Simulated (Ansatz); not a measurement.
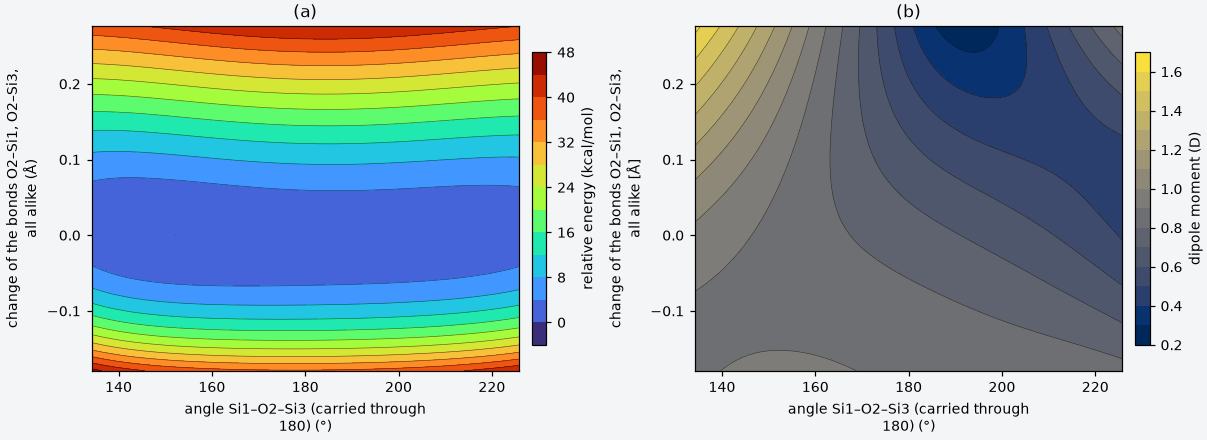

H₄OSi₂, SMILES [SiH]O[SiH3]. 
- First axis: angle Si1–O2–Si3 (carried through 180). Second axis: change of the bonds O2–Si1, O2–Si3, all alike.
- Nothing is relaxed (all other coordinates rigid).
- Grid: 15 × 15 points.
- Points are written as (first, second).
- Energies are in kcal/mol, from the relaxed molecule at the same level.
- Computed with Ansatz, RHF/def2-TZVP.

Panel (a) is the energy and panel (b) the computed dipole moment on the same grid.

Drawn: filled contours. Between grid points the surface is interpolated.

### How does the dipole moment vary over the map, and what is it at the lowest grid point?

Leaving out the highest fifth of the energies, it runs from 0.36 D at (193.1°, 0.211 Å) to 1.44 D at (134.2°, 0.211 Å). At the lowest grid point, (153.8°, −0.016 Å), it is 0.86 D.

```tsv
second ↓, first →	134.2	140.7	147.3	153.8	160.4	166.9	173.5	180.0	186.5	193.1	199.6	206.2	212.7	219.3	225.8
0.276	1.63	1.47	1.30	1.13	0.95	0.77	0.59	0.42	0.29	0.24	0.30	0.43	0.57	0.71	0.84
0.244	1.53	1.39	1.24	1.08	0.92	0.76	0.60	0.46	0.35	0.30	0.33	0.41	0.52	0.64	0.75
0.211	1.44	1.31	1.17	1.03	0.89	0.75	0.61	0.50	0.41	0.36	0.36	0.41	0.49	0.57	0.66
0.179	1.35	1.23	1.11	0.99	0.87	0.75	0.63	0.54	0.46	0.42	0.40	0.42	0.47	0.52	0.59
0.146	1.27	1.16	1.05	0.95	0.85	0.75	0.66	0.58	0.52	0.47	0.45	0.45	0.46	0.49	0.52
0.114	1.19	1.10	1.01	0.92	0.83	0.76	0.68	0.62	0.57	0.53	0.50	0.48	0.47	0.47	0.48
0.081	1.12	1.04	0.96	0.89	0.83	0.77	0.71	0.66	0.61	0.58	0.55	0.52	0.49	0.47	0.45
0.049	1.05	0.99	0.93	0.88	0.83	0.78	0.73	0.69	0.66	0.62	0.59	0.56	0.53	0.49	0.45
0.016	1.00	0.95	0.90	0.87	0.83	0.79	0.76	0.73	0.70	0.67	0.64	0.61	0.57	0.52	0.47
−0.016	0.95	0.92	0.89	0.86	0.84	0.81	0.79	0.76	0.74	0.71	0.68	0.65	0.61	0.57	0.51
−0.049	0.92	0.90	0.88	0.86	0.85	0.83	0.81	0.79	0.77	0.75	0.73	0.70	0.66	0.62	0.57
−0.081	0.90	0.89	0.88	0.87	0.86	0.85	0.83	0.82	0.80	0.79	0.77	0.74	0.71	0.68	0.63
−0.114	0.88	0.88	0.88	0.88	0.88	0.87	0.86	0.84	0.83	0.82	0.80	0.79	0.76	0.73	0.70
−0.146	0.88	0.89	0.90	0.90	0.89	0.89	0.88	0.86	0.85	0.85	0.84	0.83	0.81	0.79	0.76
−0.179	0.89	0.90	0.91	0.92	0.91	0.90	0.89	0.88	0.88	0.87	0.87	0.86	0.86	0.85	0.83
```
